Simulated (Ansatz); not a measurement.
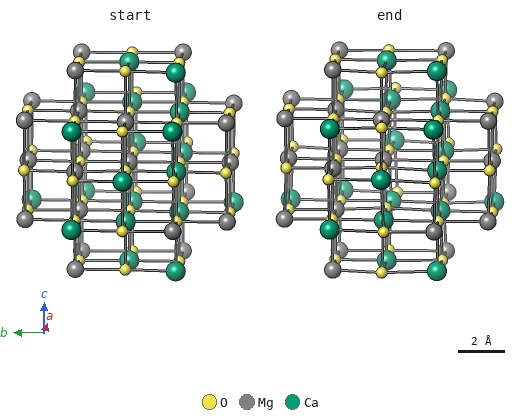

The structure of crystalline O32Mg18Ca14 (a generated structure, set up in P1) before (left) and after (right) a relaxation, at one scale.

A ball-and-stick model of the atoms within 5.8 Å of the atom that moves most (axes of the cell of the calculation), seen from a free direction.

Theory: DFT, PBEsol, PAW, plane waves in Ansatz. Set-up: plane-wave cutoff 420 eV; k-point mesh 1 × 1 × 1; mesh shifted by (0.25, 0.25, 0.25); no spin polarisation; cell relaxed at fixed shape; force threshold 0.03 eV/Å; at most 80 steps.

What changed between the two?

Answer. After 7 geometry steps the energy has fallen by 3.914 eV per cell of the calculation. Largest force component: 1.8 eV/Å at the start, 0.001 eV/Å at the end. The pressure goes from 4.95 to 0.01 GPa. A Mg atom moves most relative to the cell: 0.22 Å roughly along +b. By element the largest moves are Mg 0.22 Å, O 0.21 Å, Ca 0.08 Å. Cell: a = b = c 8.916 → 8.982 Å (+0.7 %). Volume +2.3 %. Near-neighbour distances that change, for instance: Mg–O 2.231 → 2.650 Å, Mg–O 2.246 → 2.532 Å, Ca–O 2.202 → 2.448 Å, Ca–Mg 3.145 → 3.385 Å. Among the angles between lasting bonds that change: O–Mg–O 89.6° → 96.2°, Ca–O–Ca 179.5° → 173.5°, Ca–O–Ca 90.6° → 84.8°. The space group stays P1 (No. 1).
